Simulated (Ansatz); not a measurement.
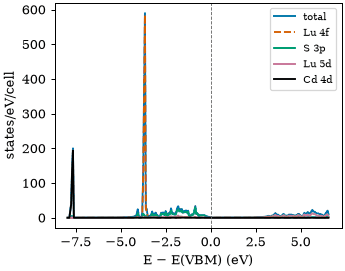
Total and projected density of states of Lu2CdS4 (spinel, space group No. 227), DFT-r²SCAN in the program Ansatz with PAW potentials

Q: Which orbitals carry the states next to the gap?

A: Top 1 eV of the valence band: S 3p 90 %. Bottom 1 eV of the conduction band: Lu 5d 49 %, Cd 5s 32 %, S 3p 9 %, outside the projected shells 6 %. Projections are on Löwdin-orthogonalised atomic valence shells; empty p or d shells of many metals are not among them.

Q: Where is the tallest occupied peak in this window, and what makes it?

A: Near -3.6 eV, about 590 states/eV per cell; the largest projected share is Lu 4f.

Space group Fd-3m (spinel). The workflow started from an entry of the Crystallography Open Database (COD). Its standing as an ambient phase is unchecked. Symmetry was held in the r²SCAN relaxation; its stability against distortions is not shown here. Spin–orbit coupling is left out wherever it is not named.

Potentials: the later of the program's two PAW sets.
